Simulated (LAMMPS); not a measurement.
Molecular dynamics of Al (fcc), 864 atoms, at 840 K and 0 GPa, heated as the crystal.

Computed with classical MD, pair style meam, file AlSiMgCuFe.meam, run in LAMMPS.

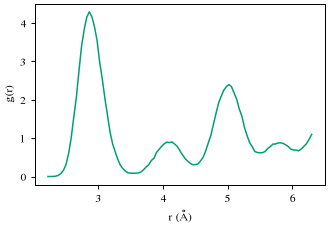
Figure. g(r) against r (Å)

Read from the full data:
- state found: crystal; no diffusion seen in 30 ps
- first peak of g(r): 2.86 Å, height 4.3
- coordination number: 12.0 (counted to 3.54 Å)
